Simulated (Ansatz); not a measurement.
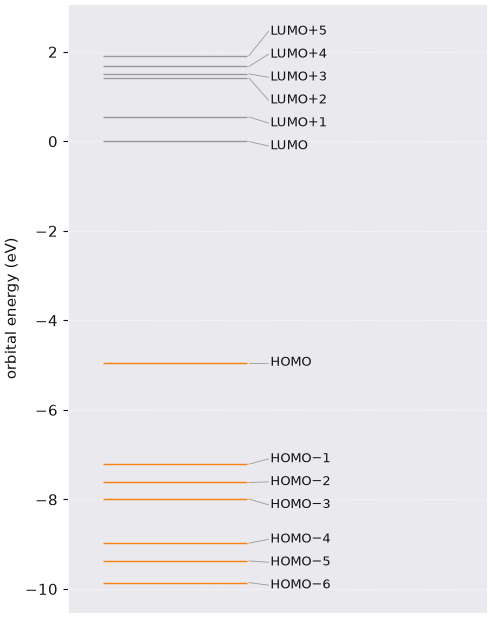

Kohn-Sham orbital energies near the frontier, BLYP/def2-TZVPP in the Ansatz code 0.2.0, at a PBE0-D4/def2-TZVP geometry (a minimum by its frequencies), isolated molecule; empty levels in grey, levels within 0.03 eV side by side.

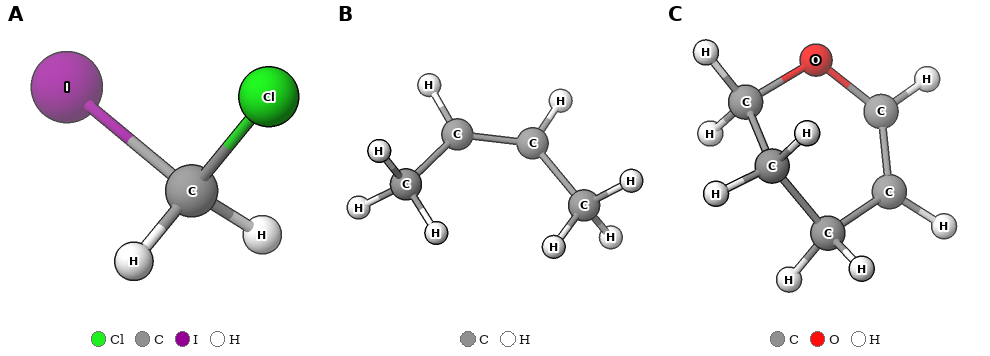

**Which molecule has this level scheme? The candidates are drawn in the second picture.**

Structure C, C₅H₈O, SMILES C1=COCCC1. HOMO −4.94 eV, LUMO 0.00 eV, separation 4.94 eV.

Caveats: one conformer of a flexible molecule; empty levels above zero depend strongly on the basis.
